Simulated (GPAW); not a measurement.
## PbO (P4/nmm): G0W0 with GPAW, start to end

Wanted: ground state, empty states, screening and self-energy for PbO (P4/nmm).

Program: GPAW 26.7.0. Level of theory: PBE and many-body steps on it, plane waves. Results are calculated unless marked as measured.

The database entry behind the starting cell differs from later determinations by our own check (c about 1 % long), so it need not match the best structure at ambient conditions.

### Step 1. The structure

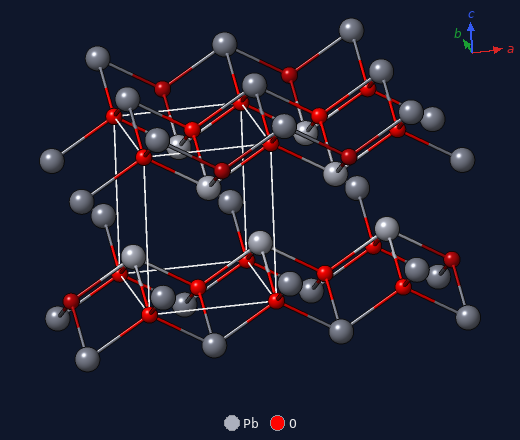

Start, viewed slightly off an axis; lead light grey, oxygen red. 2×1×1 cells are drawn. Some periodic images of atoms are drawn too.

The cell and positions come from the Crystallography Open Database and are kept as given unless a step says otherwise. Spin-orbit coupling is left out unless a step names it.

### Step 2. Ground state

This step: GPAW 26.7.0; DFT, PBE, plane waves, PAW.

The ground-state density comes first.

run.py

```python
import json
import numpy as np
from gpaw.mpi import world
from ase import Atoms
from gpaw import GPAW, PW, FermiDirac

atoms = Atoms(['Pb', 'Pb', 'O', 'O'],
    cell=[[3.9600000000, 0.0000000000, 0.0000000000],
      [0.0000000000, 3.9600000000, 0.0000000000],
      [0.0000000000, 0.0000000000, 5.0700000000]],
    scaled_positions=[[0.0000000000, 0.5000000000, 0.2385140000],
      [0.5000000000, 0.0000000000, 0.7614860000],
      [0.0000000000, 0.0000000000, 0.0000000000],
      [0.5000000000, 0.5000000000, 0.0000000000]],
    pbc=(True, True, True))
calc = GPAW(mode=PW(600),
    xc='PBE',
    kpts={'size': (6, 6, 6), 'gamma': True},
    occupations=FermiDirac(0.001),
    nbands=-8,
    convergence={'density': 1e-6, 'bands': -3},
    maxiter=100,
    txt='gs.txt')
atoms.calc = calc
res = {'energy': atoms.get_potential_energy()}
kpts = calc.get_ibz_k_points()
res['kpts'] = kpts
res['eigenvalues'] = [calc.get_eigenvalues(kpt=k) for k in range(len(kpts))]
res['n_electrons'] = calc.get_number_of_electrons()
calc.write('gs.gpw')

if world.rank == 0:
    with open('result.json', 'w') as f:
        json.dump(res, f, default=lambda x: x.tolist())
```

Command:

```
> mpirun -n 8 gpaw python run.py
```

Numbers of over 12 decimals in the logs are rounded to 6 here.

What it wrote:

```text
__  _  _
 | _ |_)|_||  |
 |__||  | ||/\| - 26.7.0

Input parameters:
  mode=PW(ecut=600.0),
  convergence={'density': 1e-06, 'bands': -3},
  kpts=MonkhorstPack(size=(6, 6, 6), gamma=True),
  maxiter=100,
  nbands=-8,
  occupations=Occupations(name='fermi-dirac', width=0.001, fixmagmom=False),
  xc=XC(name='PBE')
  [... matrices ...]
Diagonalizing LCAO Hamiltonian
Converting LCAO to pw mode
   .---------.
  /|         |
 * |         |
 | |  Pb     |
 | |         |
 | |         |
 |Pb---------.
 |/    O    /
 O---------*

Atoms  # Å, Bohr magnetons
|   | symbol |        x |        y |        z |    initial magnetic moments |
| 0 |     Pb | 0.000000 | 1.980000 | 1.209266 | ( 0.0000,  0.0000,  0.0000) |
| 1 |     Pb | 1.980000 | 0.000000 | 3.860734 | ( 0.0000,  0.0000,  0.0000) |
| 2 |      O | 0.000000 | 0.000000 | 0.000000 | ( 0.0000,  0.0000,  0.0000) |
| 3 |      O | 1.980000 | 1.980000 | 0.000000 | ( 0.0000,  0.0000,  0.0000) |

Unit cell  # Å
| periodic |        x |        y |        z |  lengths |    angles |
|      yes | 3.960000 | 0.000000 | 0.000000 | 3.960000 | 90.000000 |
|      yes | 0.000000 | 3.960000 | 0.000000 | 3.960000 | 90.000000 |
|      yes | 0.000000 | 0.000000 | 5.070000 | 5.070000 | 90.000000 |

Number of symmetries: 8
Symmetry operations  # r_c * U_cc + t_c -> r_c
|   | kind |            matrix            |
| 0 |  E   |  1, 0, 0,  0, 1, 0,  0, 0, 1 |
| 1 |  σ   |  1, 0, 0,  0,-1, 0,  0, 0, 1 |
| 2 |  C2  |  0, 1, 0,  1, 0, 0,  0, 0,-1 |
| 3 |  S4  |  0, 1, 0, -1, 0, 0,  0, 0,-1 |
| 4 |  S4  |  0,-1, 0,  1, 0, 0,  0, 0,-1 |
| 5 |  C2  |  0,-1, 0, -1, 0, 0,  0, 0,-1 |
| 6 |  σ   | -1, 0, 0,  0, 1, 0,  0, 0, 1 |
| 7 |  C2  | -1, 0, 0,  0,-1, 0,  0, 0, 1 |

BZ-sampling:
  Number of BZ points: 216
  Number of IBZ points: 40

  Monkhorst-Pack size: [6, 6, 6]
  Monkhorst-Pack shift: [0.083333, 0.083333, 0.083333]

K-points  # in reciprocal-cell coordinates
|     |                                coordinates |     weight |
|   0 | (  0.00000000,   0.00000000,   0.00000000) | 0.00462963 |
|   1 | (  0.00000000,   0.00000000,   0.16666667) | 0.00925926 |
|   2 | (  0.00000000,   0.00000000,   0.33333333) | 0.00925926 |
|   3 | (  0.00000000,   0.00000000,   0.50000000) | 0.00462963 |
|   4 | (  0.16666667,   0.00000000,   0.00000000) | 0.01851852 |
|   5 | (  0.16666667,   0.00000000,   0.16666667) | 0.03703704 |
|   6 | (  0.16666667,   0.00000000,   0.33333333) | 0.03703704 |
|   7 | (  0.16666667,   0.00000000,   0.50000000) | 0.01851852 |
|   8 | (  0.16666667,   0.16666667,   0.00000000) | 0.01851852 |
|   9 | (  0.16666667,   0.16666667,   0.16666667) | 0.03703704 |
| ... |                                            |            |
|  39 | (  0.50000000,   0.50000000,   0.50000000) | 0.00462963 |

Plane wave coefficients: 2672
Cutoff: 600.0 eV

Spin-components: 1 (collinear spins)
Bands:           28
Projectors:      22
Spin-degeneracy: 2
Datatype:        complex128

  Storage: CPU
  Wave functions: 47_111_680 bytes (5_888_960 per core)
  Projectors: 40_381_440 bytes (5_047_680 per core)
  [... matrices ...]
Parallelization:
  kpt:    8
  domain: 1
  band:   1

Density:
  Valence electrons: 40.0
  Components: 1
  Grid points: [24 24 30]
  Charge: 0.0  # |e|

Potential:
  Grid points: [24 24 30]

species:
  Pb:
    name:    Lead
    Z:       82.0
    valence: 14
    core:    68
    charge:  0.0  # [|e|]
    compensation charges:
      type: gauss
      rc: 0.38  # [Å]
      lmax: 2
    cutoffs:
      filter: 2.36  # [Å]
      core: 2.43  # [Å]
    projectors
    | kind |    occ | energy [eV] | rcut [Å] |
    |   6s |  2.000 |     -11.969 |    1.259 |
    |   6p |  2.000 |      -3.506 |    1.275 |
    |   5d | 10.000 |     -21.211 |    1.217 |
    |    s |        |      15.243 |    1.259 |
    |    p |        |      23.705 |    1.275 |
    |    d |        |       6.001 |    1.217 |

    Using partial waves for Pb as LCAO basis

  O:
    name:    Oxygen
    Z:       8.0
    valence: 6
    core:    2
    charge:  0.0  # [|e|]
    compensation charges:
      type: gauss
      rc: 0.21  # [Å]
      lmax: 2
    cutoffs:
      filter: 1.17  # [Å]
      core: 0.83  # [Å]
    projectors
    | kind |    occ | energy [eV] | rcut [Å] |
    |   2s |  2.000 |     -23.961 |    0.688 |
    |   2p |  4.000 |      -9.029 |    0.598 |
    |    s |        |       3.251 |    0.688 |
    |    p |        |      18.182 |    0.598 |
    |    d |        |       0.000 |    0.619 |

    Using partial waves for O as LCAO basis

Reference energy: -1138630.631331  # eV

eigensolver:
  PPCG
  Converge bands: -3
  niter=2

density mixing:
  MSR1-Mixer
  Pratt-step length: 0.05
  Maximum mixing coefficient: 0.75
  Old densities: 10
  SVD Regularization: 0.005
  Good broyden scale: 1.0
  Trust region scale: 1.0
  Backstep threshold: 4.0
  History deletion threshold: 6.0
  Fourier metric: weight=20.0, sigma=0.015

occupation numbers:
  Fermi-Dirac:
    width: 0.0010  # eV

poisson solver:
  ecut: 4800.0  # eV

xc functional:
  name: PBE with 2 nearest neighbor stencil

Initialization done in: 1.207 s

convergence criteria:
- Maximum integral of absolute [dens]ity change: 1e-06 electrons / valence electron
- Maximum [total energy] change in last 3 cyles: 0.0005 eV / valence electron
- Maximum integral of absolute [eigenst]ate change: 4e-08 eV^2 / valence electron
maximum number of iterations: 100

SCF iterations
|iter     |     time |      energy | eigst |  dens |
|iter:   1|  |  -26.304676 | +0.68 |       |
|iter:   2|  |  -24.931985 | -0.53 | -0.97 |
|iter:   3|  |  -22.269819 | -0.15 | -1.03 |
|iter:   4|  |  -22.242507 | -2.09 | -1.51 |
|iter:   5|  |  -22.240593 | -2.42 | -1.72 |
|iter:   6|  |  -22.240981c| -3.48 | -2.52 |
|iter:   7|  |  -22.241202c| -4.50 | -2.98 |
|iter:   8|  |  -22.241185c| -4.95 | -3.50 |
|iter:   9|  |  -22.241184c| -6.08 | -3.79 |
|iter:  10|  |  -22.241184c| -7.03 | -4.43 |
|iter:  11|  |  -22.241184c| -7.61c| -4.75 |
|iter:  12|  |  -22.241184c| -8.10c| -5.46 |
|iter:  13|  |  -22.241184c| -8.86c| -6.25c|

Converged in 13 steps
SCF loop duration: 8.541 s (0.657 s/step)
Energy contributions relative to reference atoms: (reference = -1138630.631331)
  [... matrices ...]
Energy contributions:
  Kinetic:          44.021267
  Coulomb:         -42.475606
  Zero:              0.041923
  External:          0.000000
  Xc:              -23.828768
  Entropy:          -0.000000
  Spinorbit:         0.000000
  ----------------------------
  Free energy:     -22.241184
  Extrapolated:    -22.241184

dipole moment: (-27.740583, -27.740583, -28.528004)  # |e|*Ang

Fermi level: 5.773
Eigenvalues  # (at kpt = [0.000, 0.000, 0.000])
| band index |      eig [eV] | occ [0-2] |
|          0 |       -12.698 |     2.000 |
|        ... |               |           |
|         12 |        -1.524 |     2.000 |
|         13 |        -1.010 |     2.000 |
|         14 |         1.434 |     2.000 |
|         15 |         1.434 |     2.000 |
|         16 |         3.953 |     2.000 |
|         17 |         4.064 |     2.000 |
|         18 |         4.064 |     2.000 |
|         19 |         5.735 |     2.000 |
|         20 |         8.091 |     0.000 |
|         21 |        11.168 |     0.000 |
|         22 |        11.282 |     0.000 |
|         23 |        11.282 |     0.000 |
|         24 |        12.218 |     0.000 |
|         25 |        12.218 |     0.000 |
|         26 |        13.157 |     0.000 |
|         27 |        13.762 |     0.000 |

Gap: 1.098 eV
Transition (v -> c):
  (s=0, k=0, n=19, [0.00, 0.00, 0.00]) -> (s=0, k=36, n=20, [0.50, 0.50, 0.00])
Direct/indirect transitions are different
Direct gap: 2.161 eV
Transition at: (s=0, k=36, n=19, [0.50, 0.50, 0.00])
# Writing to gs.gpw (mode='')
  [... matrices ...]
```

Elapsed: 12 s, on 8 MPI ranks of Arm Neoverse V1, shared host; peak memory 1.5 GiB.

This step gave:

```yaml
total_energy: -22.24 eV
gap: 1.098 eV
k_of_the_valence_top: 0, 0, 0
k_of_the_conduction_bottom: 0.5, 0.5, 0
least_direct_gap: 2.161 eV
```

The gap is indirect, with the least direct gap 1.06 eV higher.

### Step 3. Bands along the symmetry lines

Levels along a band path, at the cheap level, show where the edges lie and whether the meshes to come will hold them.

run.py

```python
import json
import numpy as np
from gpaw.mpi import world
from gpaw import GPAW

path = [[0.000000, 0.000000, 0.000000],
    [0.000000, 0.062500, 0.000000],
    [0.000000, 0.125000, 0.000000],
    [0.000000, 0.187500, 0.000000],
    [0.000000, 0.250000, 0.000000],
    [0.000000, 0.312500, 0.000000],
    [0.000000, 0.375000, 0.000000],
    [0.000000, 0.437500, 0.000000],
    [0.000000, 0.500000, 0.000000],
    [0.062500, 0.500000, 0.000000],
    [0.125000, 0.500000, 0.000000],
    [0.187500, 0.500000, 0.000000],
    [0.250000, 0.500000, 0.000000],
    [0.312500, 0.500000, 0.000000],
    [0.375000, 0.500000, 0.000000],
    [0.437500, 0.500000, 0.000000],
    [0.500000, 0.500000, 0.000000],
    [0.437500, 0.437500, 0.000000],
    [0.375000, 0.375000, 0.000000],
    [0.312500, 0.312500, 0.000000],
    [0.250000, 0.250000, 0.000000],
    [0.187500, 0.187500, 0.000000],
    [0.125000, 0.125000, 0.000000],
    [0.062500, 0.062500, 0.000000],
    [0.000000, 0.000000, 0.000000],
    [0.000000, 0.000000, 0.062500],
    [0.000000, 0.000000, 0.125000],
    [0.000000, 0.000000, 0.187500],
    [0.000000, 0.000000, 0.250000],
    [0.000000, 0.000000, 0.312500],
    [0.000000, 0.000000, 0.375000],
    [0.000000, 0.000000, 0.437500],
    [0.000000, 0.000000, 0.500000],
    [0.000000, 0.062500, 0.500000],
    [0.000000, 0.125000, 0.500000],
    [0.000000, 0.187500, 0.500000],
    [0.000000, 0.250000, 0.500000],
    [0.000000, 0.312500, 0.500000],
    [0.000000, 0.375000, 0.500000],
    [0.000000, 0.437500, 0.500000],
    [0.000000, 0.500000, 0.500000],
    [0.062500, 0.500000, 0.500000],
    [0.125000, 0.500000, 0.500000],
    [0.187500, 0.500000, 0.500000],
    [0.250000, 0.500000, 0.500000],
    [0.312500, 0.500000, 0.500000],
    [0.375000, 0.500000, 0.500000],
    [0.437500, 0.500000, 0.500000],
    [0.500000, 0.500000, 0.500000],
    [0.437500, 0.437500, 0.500000],
    [0.375000, 0.375000, 0.500000],
    [0.312500, 0.312500, 0.500000],
    [0.250000, 0.250000, 0.500000],
    [0.187500, 0.187500, 0.500000],
    [0.125000, 0.125000, 0.500000],
    [0.062500, 0.062500, 0.500000],
    [0.000000, 0.000000, 0.500000],
    [0.000000, 0.500000, 0.000000],
    [0.000000, 0.500000, 0.062500],
    [0.000000, 0.500000, 0.125000],
    [0.000000, 0.500000, 0.187500],
    [0.000000, 0.500000, 0.250000],
    [0.000000, 0.500000, 0.312500],
    [0.000000, 0.500000, 0.375000],
    [0.000000, 0.500000, 0.437500],
    [0.000000, 0.500000, 0.500000],
    [0.500000, 0.500000, 0.000000],
    [0.500000, 0.500000, 0.062500],
    [0.500000, 0.500000, 0.125000],
    [0.500000, 0.500000, 0.187500],
    [0.500000, 0.500000, 0.250000],
    [0.500000, 0.500000, 0.312500],
    [0.500000, 0.500000, 0.375000],
    [0.500000, 0.500000, 0.437500],
    [0.500000, 0.500000, 0.500000]]
calc = GPAW('gs.gpw').fixed_density(kpts=path,
    symmetry='off',
    nbands=30,
    convergence={'bands': 26},
    txt='bands.txt')
res = {}
kpts = calc.get_ibz_k_points()
res['kpts'] = kpts
res['eigenvalues'] = [calc.get_eigenvalues(kpt=k) for k in range(len(kpts))]
res['n_electrons'] = calc.get_number_of_electrons()

if world.rank == 0:
    with open('result.json', 'w') as f:
        json.dump(res, f, default=lambda x: x.tolist())
```

Command:

```
> mpirun -n 8 gpaw python run.py
```

What it wrote:

```text
Diagonalizing LCAO Hamiltonian
Converting LCAO to pw mode
convergence criteria:
- Maximum integral of absolute [eigenst]ate change: 4e-08 eV^2 / valence electron
maximum number of iterations: 100

SCF iterations
|iter     |     time |      energy | eigst |  dens |
|iter:   1|  |             | +1.02 |       |
|iter:   2|  |             | -0.48 |       |
|iter:   3|  |             | -1.66 |       |
[...]
|iter:   7|  |             | -5.95 |       |
|iter:   8|  |             | -6.97 |       |
|iter:   9|  |             | -7.67c|       |
SCF steps: 9
  __  _  _
 | _ |_)|_||  |
 |__||  | ||/\| - 26.7.0

Input parameters:
  mode=PW(ecut=600.0),
  convergence={'bands': 26},
  gpts=array([24, 24, 30]),
  kpts=KPoints(kpts=array([[0.    , 0.    , 0.    ],
         [0.    , 0.0625, 0.    ],
         [0.    , 0.125 , 0.    ],
         [0.    , 0.1875, 0.    ],
         [0.    , 0.25  , 0.    ],
         [0.    , 0.3125, 0.    ],
         [0.    , 0.375 , 0.    ],
[...]
[0.0625, 0.5   , 0.    ],
[...]
[0.1875, 0.5   , 0.    ],
[...]
[0.3125, 0.5   , 0.    ],
[...]
[0.4375, 0.4375, 0.    ],
[...]
[0.3125, 0.3125, 0.    ],
[...]
[0.1875, 0.1875, 0.    ],
[...]
[0.    , 0.    , 0.0625],
[...]
[0.    , 0.    , 0.1875],
[...]
[0.    , 0.    , 0.3125],
[...]
[0.    , 0.3125, 0.5   ],
[...]
[0.    , 0.4375, 0.5   ],
[...]
[0.3125, 0.5   , 0.5   ],
[...]
[0.4375, 0.5   , 0.5   ],
[...]
[0.1875, 0.1875, 0.5   ],
[...]
[0.0625, 0.0625, 0.5   ],
[...]
[0.5   , 0.5   , 0.25  ],
         [0.5   , 0.5   , 0.3125],
         [0.5   , 0.5   , 0.375 ],
         [0.5   , 0.5   , 0.4375],
         [0.5   , 0.5   , 0.5   ]])),
  maxiter=100,
  nbands=30,
  occupations=Occupations(name='fermi-dirac', width=0.001, fixmagmom=False),
  parallel={},
  symmetry=Symmetry(point_group=False, time_reversal=False),
  xc=XC(name='PBE')
```

Run time: 14 s. Hardware: 8 MPI ranks; peak memory 1.6 GiB; 1.9 min of CPU time.

Numbers from this step:

```
gap                        : 1.096 eV
k of the valence top       : 0, 0.0625, 0
k of the conduction bottom : 0.5, 0.5, 0
least direct gap           : 2.161 eV
```

The gap is 1.096 eV, −0.002 eV from the run before at this level.

The electronic bands at the labelled points (eV, zero at the top of the highest filled band):

| point | band 17 | band 18 | band 19 | band 20 | band 21 | band 22 | band 23 | band 24 |
| --- | --- | --- | --- | --- | --- | --- | --- | --- |
| Γ | -1.78 | -1.67 | -1.67 | 0.00 | 2.35 | 5.43 | 5.54 | 5.54 |
| X | -3.03 | -3.03 | -1.77 | -1.77 | 3.31 | 3.31 | 6.54 | 6.54 |
| M | -1.76 | -1.76 | -1.06 | -1.06 | 1.10 | 1.10 | 5.17 | 5.17 |
| Γ | -1.78 | -1.67 | -1.67 | 0.00 | 2.35 | 5.43 | 5.54 | 5.54 |
| Z | -1.82 | -1.70 | -1.70 | -1.12 | 2.07 | 3.93 | 3.93 | 4.29 |
| R | -3.00 | -3.00 | -1.09 | -1.09 | 2.98 | 2.98 | 6.26 | 6.26 |
| A | -2.31 | -2.31 | -1.06 | -1.06 | 3.32 | 3.32 | 4.60 | 4.60 |
| Z | -1.82 | -1.70 | -1.70 | -1.12 | 2.07 | 3.93 | 3.93 | 4.29 |
| jump to X | -3.03 | -3.03 | -1.77 | -1.77 | 3.31 | 3.31 | 6.54 | 6.54 |
| R | -3.00 | -3.00 | -1.09 | -1.09 | 2.98 | 2.98 | 6.26 | 6.26 |
| jump to M | -1.76 | -1.76 | -1.06 | -1.06 | 1.10 | 1.10 | 5.17 | 5.17 |
| A | -2.31 | -2.31 | -1.06 | -1.06 | 3.32 | 3.32 | 4.60 | 4.60 |

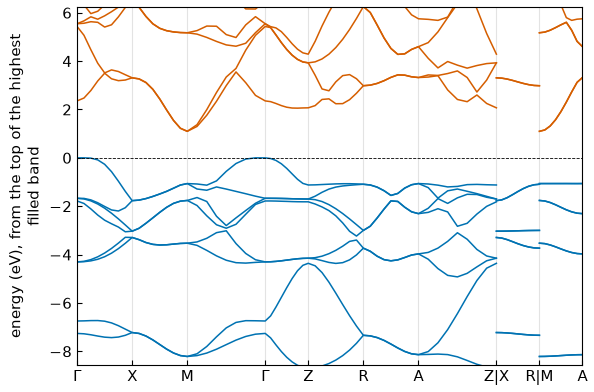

Electronic bands along the path; lines of filled and empty bands in two colours.

### Step 4. Empty states on the mesh, 4×4×4 mesh, 262 bands

The sums over transitions need many empty states on a uniform mesh; this step solves for them.

run.py

```python
import json
import numpy as np
from gpaw.mpi import world
from gpaw import GPAW

calc = GPAW('gs.gpw').fixed_density(kpts={'size': (4, 4, 4), 'gamma': True},
    parallel={'domain': 1, 'band': 1},
    txt='nscf.txt')
calc.diagonalize_full_hamiltonian(nbands=262)
calc.write('full.gpw', mode='all')
res = {}
kpts = calc.get_ibz_k_points()
res['kpts'] = kpts
res['eigenvalues'] = [calc.get_eigenvalues(kpt=k) for k in range(len(kpts))]
res['n_electrons'] = calc.get_number_of_electrons()

if world.rank == 0:
    with open('result.json', 'w') as f:
        json.dump(res, f, default=lambda x: x.tolist())
```

Command:

```
> mpirun -n 8 gpaw python run.py
```

What it wrote:

```text
Diagonalizing LCAO Hamiltonian
Converting LCAO to pw mode
convergence criteria:
- Maximum integral of absolute [eigenst]ate change: 4e-08 eV^2 / valence electron
maximum number of iterations: 100

SCF iterations
|iter     |     time |      energy | eigst |  dens |
|iter:   1|  |             | +1.00 |       |
|iter:   2|  |             | -0.48 |       |
|iter:   3|  |             | -1.51 |       |
[...]
|iter:   8|  |             | -6.19 |       |
|iter:   9|  |             | -7.12 |       |
|iter:  10|  |             | -7.77c|       |
SCF steps: 10
  __  _  _
 | _ |_)|_||  |
 |__||  | ||/\| - 26.7.0

Input parameters:
  mode=PW(ecut=600.0),
  convergence={'density': 1e-06, 'bands': -3},
  gpts=array([24, 24, 30]),
  kpts=MonkhorstPack(size=(4, 4, 4), gamma=True),
  maxiter=100,
  nbands=28,
  occupations=Occupations(name='fermi-dirac', width=0.001, fixmagmom=False),
  parallel={'domain': 1, 'band': 1},
  xc=XC(name='PBE')
Matrix size: 2640x2640
# Writing to full.gpw (mode='all')
  [... matrices ...]

timing:  # [seconds]
  Total: 59.715  # ━━━━━━━━━━━━━━━━━━━━━━━━━━━━━━━━━━━━━━━━━━━━━━━━━━━━━━━━━━
```

It took 66 s on 8 MPI ranks; peak memory 5.8 GiB; 8.8 min of CPU time.

Numbers from this step:

```yaml
gap: 1.098 eV
k_of_the_valence_top: 0, 0, 0
k_of_the_conduction_bottom: 0.5, 0.5, 0
least_direct_gap: 2.161 eV
k_points_computed: 18
lowest_point_of_the_top_converged_band_above_the_valence_top: 110.3774 eV
```

On this mesh the gap is 1.098 eV.

(Part 1 of 2 ends here.)

[Paths, hosts, dates, memory and timing lines, banners, echoed tables and standing remarks are left out of the program output.]

[Logs are printed without paths, hosts, clocks, repeated set-up lines and the standing remarks that a program may print on its own settings, such as how far it seeks lower states.]

[Runs of the session that timed out or met a known fault of the program may be left out.]

[Hosts, paths, dates, database ids (printed as entryN), source tags and the programs' standing remarks are cut or masked in the printed files.]
